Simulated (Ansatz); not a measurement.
**AlCl₂FH₂O···H₂: density, localisation and related maps**

The calculation's input:

```
crystal:
  periodic: [false, false, false]
  atoms:
    - { symbol: Al, position_ang: [-0.49085, 0.675, -0.544111] }
    - { symbol: H, position_ang: [-1.140463, -1.83224, 0.579043] }
    - { symbol: Cl, position_ang: [-1.727625, -0.35854, -1.890126] }
    - { symbol: Cl, position_ang: [-1.333694, 2.078381, 0.743764] }
    - { symbol: H, position_ang: [1.657152, 0.085035, 1.186405] }
    - { symbol: O, position_ang: [1.272126, 0.731619, -0.947616] }
    - { symbol: H, position_ang: [-0.638188, -1.574383, 1.008761] }
    - { symbol: F, position_ang: [0.853284, -0.085241, 1.620228] }
    - { symbol: H, position_ang: [1.548357, 0.280469, -1.756448] }
basis:
  gaussian: { orbitals: def2-SVP }
hamiltonian:
  xc: r2scan
  dispersion: d4
relax:
  f_tol: 0.03
  max_steps: 50
output:
  orbitals: {}
```

Command:

```sh
ansatz run input.yaml --threads 2 --pin off --max-ram 3072MiB --backend cpu --events-out ev --progress --plain --runs-dir out
```

The fields are those of the relaxed geometry.

Method: RKS r2SCAN-D4/def2-SVP in Ansatz 0.2.0.

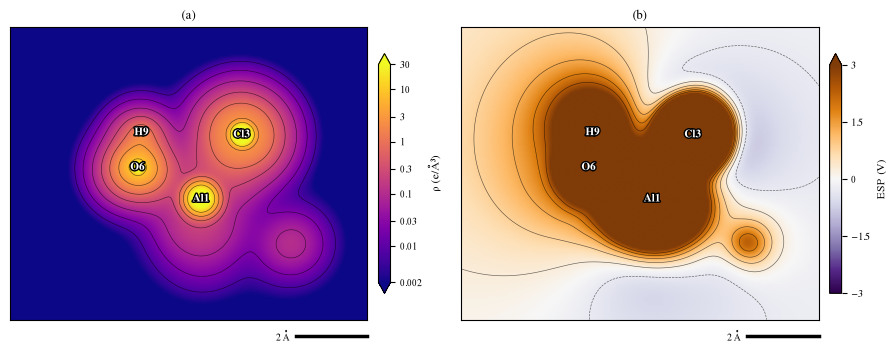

Figure 1. (a) electron density; (b) electrostatic potential on the plane of atoms Al1, O6 and H9.

Interpret the plot.

Atoms in the plane: Al, Cl, O and H.
Al–O (1.96 Å): ρ is about 0.46 e/Å³ halfway.
Al–Cl (2.12 Å): the density is about 0.68 e/Å³ at the midpoint.
O–H (0.97 Å): ρ is about 3.7 e/Å³ halfway.
Outside the dense part of the complex the potential is most negative (−0.8 V) near Cl3.

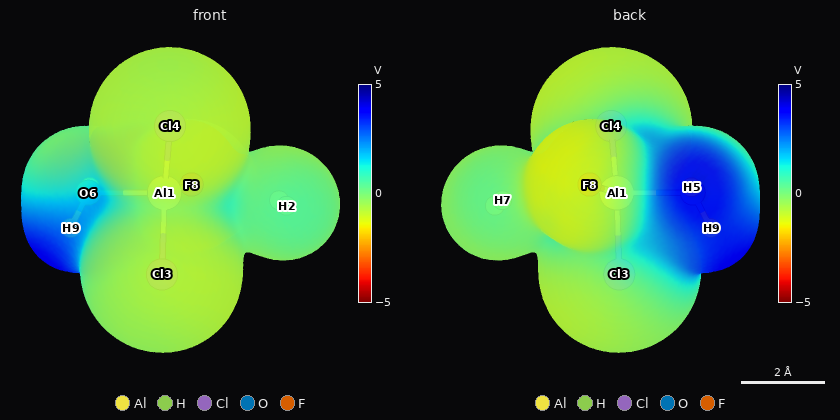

Figure 2. The electrostatic potential painted on the density surface at 0.002 e/bohr³, seen from the front and from behind; the colour scale runs from red (negative) to blue (positive).

Which sites attract a positive test charge, and which a negative one?

A positive charge is drawn to the negative regions and a negative charge to the positive ones. The most negative region (about −1.3 V) lies over F8, the most positive (about +3.9 V) over H5 and H9.

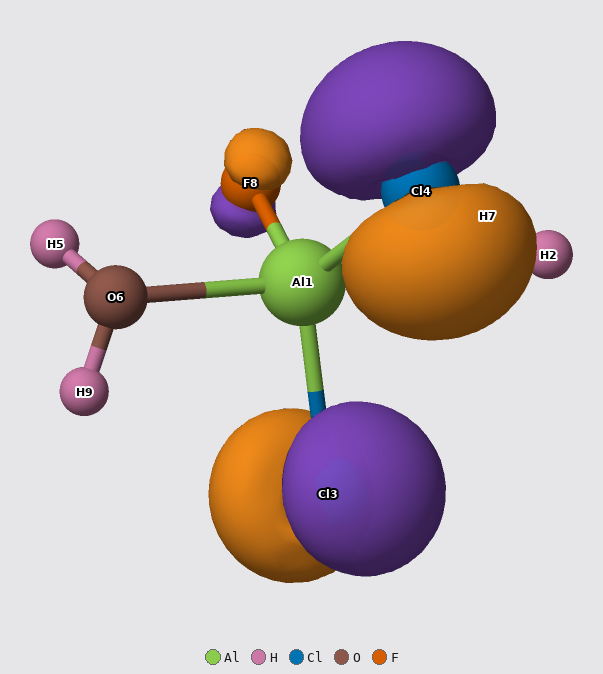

Figure 3. One frontier orbital at ±0.15 Å⁻³ᐟ² (orange and purple are the two phases), seen at a tilt.

Which orbital is it: HOMO or LUMO?

The HOMO, at −7.60 eV. Its weight (Hirshfeld) is mainly on Cl4 (about 55 %) and Cl3 (about 35 %).
